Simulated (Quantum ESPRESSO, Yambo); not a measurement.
# SnO2 (Cassiterite): G0W0 in Yambo against the screening cutoff, part 2 of 2

Wanted: the cheapest screening cutoff that holds the gap of SnO2 (Cassiterite).

Yambo 5.3.0; PBE and many-body steps on it, plane waves. Known limits of the many-body steps: not at the basis limit; no spin-orbit coupling; coarse k mesh.

So far. Step 2 (2.25 Ha): The gap on the mesh goes from 1.29 eV to 2.67 eV, a correction of +1.38 eV. Step 3 (3.5 Ha): Against the run before, the gap moves by +0.053 eV.

**4. 7.25 Ha**

Level of this step: G0W0 on PBE, plane waves, norm-conserving pseudopotentials (Yambo).

The input, gw9.in:

```
HF_and_locXC
gw0
dyson
ppa
em1d
rim_cut
RandQpts= 1000000
RandGvec= 1 RL
EXXRLvcs= 84 Ry
VXCRLvcs= 336 Ry
Chimod= "HARTREE"
% BndsRnXp
 1 | 109 |
%
NGsBlkXp= 14.5 Ry
% LongDrXp
 1 | 1 | 1 |
%
% GbndRnge
 1 | 109 |
%
DysSolver= "n"
ExtendOut
PPAPntXp= 27.21138 eV
% QPkrange
 1 | 1 | 33 | 36 |
%
```

Launch:

```
OMP_NUM_THREADS=2 mpirun -n 4 yambo -F gw9.in -J gw9 -C gw9 > gw9.log
```

Output:

```text
 Yambo, version 5.3.0

 [02] CORE Variables Setup
 =========================

  [... cell, symmetries and grids as in the set-up ...]

  [02.05] Energies & Occupations
  ==============================

  [X] === General ===
  [X] Electronic Temperature                        :  0.000000  0.000000 [eV K]
  [X] Bosonic    Temperature                        :  0.000000  0.000000 [eV K]
  [X] Finite Temperature mode                       : no
  [X] El. density                                   :  0.95062E+24 [cm-3]
[...]
Sx RL components                                 :   6281

   QP @ state[ 1 ] K range                          :  1  1
   QP @ state[ 1 ] b range                          :   33   36
   GF energies kind                                 : Perdew, Burke & Ernzerhof(X)+Perdew, Burke & Ernzerhof(C)
   GF WF`s kind                                     : Perdew, Burke & Ernzerhof(X)+Perdew, Burke & Ernzerhof(C)
   Xs energies kind                                 : Perdew, Burke & Ernzerhof(X)+Perdew, Burke & Ernzerhof(C)
   Xs WF`s kind                                     : Perdew, Burke & Ernzerhof(X)+Perdew, Burke & Ernzerhof(C)

 [11] Game Over & Game summary
```

Elapsed: 5.3 min, on 4 MPI ranks of Arm Neoverse V2, shared host; peak memory 4 GiB.

Numbers from this step:

```
G0W0 gap on the points computed              : 2.782 eV
starting gap on the mesh                     : 1.289 eV
k of the valence top                         : 0, 0, 0
k of the conduction bottom                   : 0, 0, 0
least direct G0W0 gap on the computed points : 2.782 eV
```

Against the run before, the gap moves by +0.059 eV.

**5. 9 Ha**

The input, gw10.in:

```
HF_and_locXC
gw0
dyson
ppa
em1d
rim_cut
RandQpts= 1000000
RandGvec= 1 RL
EXXRLvcs= 84 Ry
VXCRLvcs= 336 Ry
Chimod= "HARTREE"
% BndsRnXp
 1 | 109 |
%
NGsBlkXp= 18 Ry
% LongDrXp
 1 | 1 | 1 |
%
% GbndRnge
 1 | 109 |
%
DysSolver= "n"
ExtendOut
PPAPntXp= 27.21138 eV
% QPkrange
 1 | 1 | 33 | 36 |
%
```

Launch:

```
OMP_NUM_THREADS=2 mpirun -n 4 yambo -F gw10.in -J gw10 -C gw10 > gw10.log
```

Output:

```text
 Yambo, version 5.3.0

 [02] CORE Variables Setup
 =========================

  [... cell, symmetries and grids as in the set-up ...]

  [02.05] Energies & Occupations
  ==============================

  [X] === General ===
  [X] Electronic Temperature                        :  0.000000  0.000000 [eV K]
  [X] Bosonic    Temperature                        :  0.000000  0.000000 [eV K]
  [X] Finite Temperature mode                       : no
  [X] El. density                                   :  0.95062E+24 [cm-3]
[...]
Sx RL components                                 :   6281

   QP @ state[ 1 ] K range                          :  1  1
   QP @ state[ 1 ] b range                          :   33   36
   GF energies kind                                 : Perdew, Burke & Ernzerhof(X)+Perdew, Burke & Ernzerhof(C)
   GF WF`s kind                                     : Perdew, Burke & Ernzerhof(X)+Perdew, Burke & Ernzerhof(C)
   Xs energies kind                                 : Perdew, Burke & Ernzerhof(X)+Perdew, Burke & Ernzerhof(C)
   Xs WF`s kind                                     : Perdew, Burke & Ernzerhof(X)+Perdew, Burke & Ernzerhof(C)

 [11] Game Over & Game summary
```

Run time: 9 min. Hardware: 4 MPI ranks; peak memory 4 GiB; 64 min of CPU time.

This step gave:

| Item | Value |
| --- | --- |
| G0W0 gap on the points computed | 2.793 eV |
| starting gap on the mesh | 1.289 eV |
| k of the valence top | 0, 0, 0 |
| k of the conduction bottom | 0, 0, 0 |
| least direct G0W0 gap on the computed points | 2.793 eV |

Against the run before, the gap moves by +0.012 eV.

**6. 11.25 Ha**

The input, gw11.in:

```
HF_and_locXC
gw0
dyson
ppa
em1d
rim_cut
RandQpts= 1000000
RandGvec= 1 RL
EXXRLvcs= 84 Ry
VXCRLvcs= 336 Ry
Chimod= "HARTREE"
% BndsRnXp
 1 | 109 |
%
NGsBlkXp= 22.5 Ry
% LongDrXp
 1 | 1 | 1 |
%
% GbndRnge
 1 | 109 |
%
DysSolver= "n"
ExtendOut
PPAPntXp= 27.21138 eV
% QPkrange
 1 | 1 | 33 | 36 |
%
```

Launch:

```
OMP_NUM_THREADS=2 mpirun -n 4 yambo -F gw11.in -J gw11 -C gw11 > gw11.log
```

Output:

```text
 Yambo, version 5.3.0

 [02] CORE Variables Setup
 =========================

  [... cell, symmetries and grids as in the set-up ...]

  [02.05] Energies & Occupations
  ==============================

  [X] === General ===
  [X] Electronic Temperature                        :  0.000000  0.000000 [eV K]
  [X] Bosonic    Temperature                        :  0.000000  0.000000 [eV K]
  [X] Finite Temperature mode                       : no
  [X] El. density                                   :  0.95062E+24 [cm-3]
[...]
Sx RL components                                 :   6281

   QP @ state[ 1 ] K range                          :  1  1
   QP @ state[ 1 ] b range                          :   33   36
   GF energies kind                                 : Perdew, Burke & Ernzerhof(X)+Perdew, Burke & Ernzerhof(C)
   GF WF`s kind                                     : Perdew, Burke & Ernzerhof(X)+Perdew, Burke & Ernzerhof(C)
   Xs energies kind                                 : Perdew, Burke & Ernzerhof(X)+Perdew, Burke & Ernzerhof(C)
   Xs WF`s kind                                     : Perdew, Burke & Ernzerhof(X)+Perdew, Burke & Ernzerhof(C)

 [11] Game Over & Game summary
```

Wall time 14 min (4 MPI ranks); peak memory 4.1 GiB.

This step gave:

- G0W0 gap on the points computed: 2.801 eV
- starting gap on the mesh: 1.289 eV
- k of the valence top: 0, 0, 0
- k of the conduction bottom: 0, 0, 0
- least direct G0W0 gap on the computed points: 2.801 eV

Against the run before, the gap moves by +0.007 eV.

**7. The runs together**

Times are wall times on 4 MPI ranks of Arm Neoverse V2, shared host, good to a factor of about two.

| run | mesh | bands | screening cutoff (eV) | DFT gap (eV) | gap on the mesh (eV) | direct (eV) | time |
| --- | --- | --- | --- | --- | --- | --- | --- |
| 2.25 Ha | 4×4×4 | 109 | 61.2 | 1.289 | 2.670 | 2.670 | 2 min |
| 3.5 Ha | 4×4×4 | 109 | 95.2 | 1.289 | 2.723 | 2.723 | 2.4 min |
| 7.25 Ha | 4×4×4 | 109 | 197.3 | 1.289 | 2.782 | 2.782 | 5.3 min |
| 9 Ha | 4×4×4 | 109 | 244.9 | 1.289 | 2.793 | 2.793 | 9 min |
| 11.25 Ha | 4×4×4 | 109 | 306.1 | 1.289 | 2.801 | 2.801 | 14 min |

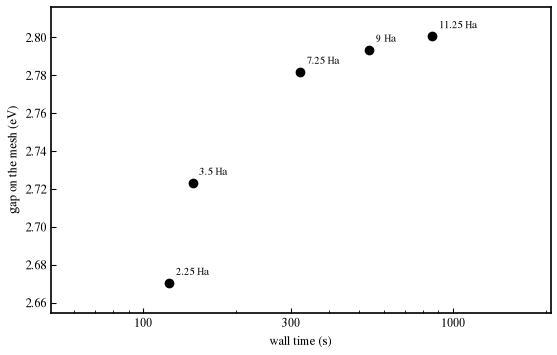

Result against wall time.

**8. Results**

| Quantity | Value |
| --- | --- |
| 2.25 Ha | 2.670 eV |
| 3.5 Ha | 2.723 eV |
| 7.25 Ha | 2.782 eV |
| 9 Ha | 2.793 eV |
| 11.25 Ha | 2.801 eV |
| known limits | not at the basis limit; no spin-orbit coupling; coarse k mesh |

In words: The setting moved: screening cutoff. From 2.25 Ha to 11.25 Ha the gap moves by +0.13 eV, for 7.1 times the time. It holds to 0.03 eV from 7.25 Ha on. Bands and screening cutoff are coupled, so a series along one setting does not show full convergence. Bands and cutoff are finite, so the gap is not at the basis limit. The miss can reach some tenths of an eV and take either sign; the mesh is an error of its own. In the G0W0 runs levels were corrected at 1 k point alone, so a gap called «on the mesh» is the least over those, and an edge elsewhere would be missed. The 4×4×4 mesh is coarse for this cell, which bears on the long-range parts of exchange and screening. The many-body steps are scalar-relativistic: spin-orbit coupling is not in them.

[Paths, hosts, dates, memory and timing lines, banners, echoed tables and standing remarks are left out of the program output.]

[Logs are printed without paths, hosts, clocks, repeated set-up lines and the standing remarks that a program may print on its own settings, such as how far it seeks lower states.]

[Runs of the session that timed out or met a known fault of the program may be left out.]

[Hosts, paths, dates, database ids (printed as entryN), source tags and the programs' standing remarks are cut or masked in the printed files.]
